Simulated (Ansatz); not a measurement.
Start from Au in the fcc (Cu type) structure (space group Fm-3m, No. 225; a = 4.083 Å; relaxed with 0.1 eV smearing). Axes: x, y, z lie along the cube axes.

Structures relaxed with PBEsol/PAW in Ansatz (a program for electronic structure), scalar-relativistic without spin-orbit coupling.

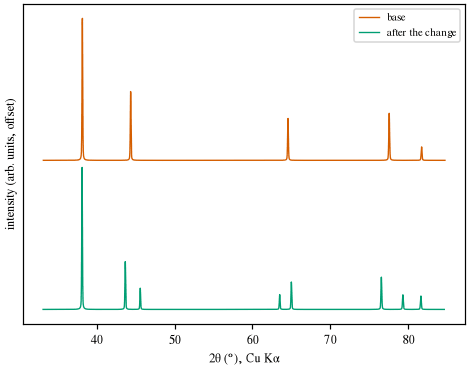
*Simulated powder patterns before (top) and after one change*

Which change produced these results?
A) biaxial strain −1.50 %, plane normal [001], relaxed out of plane
B) biaxial strain +2.00 %, plane normal [001], relaxed out of plane
C) biaxial strain +1.50 %, plane normal [001], relaxed out of plane
D) biaxial strain −0.50 %, plane normal [001], relaxed out of plane

C, biaxial strain +1.50 %, plane normal [001], relaxed out of plane. Its volume per atom is 17.08 Å³ against 17.02 Å³, and its space group is I4/mmm (No. 139).

No phonon test of stability was made.
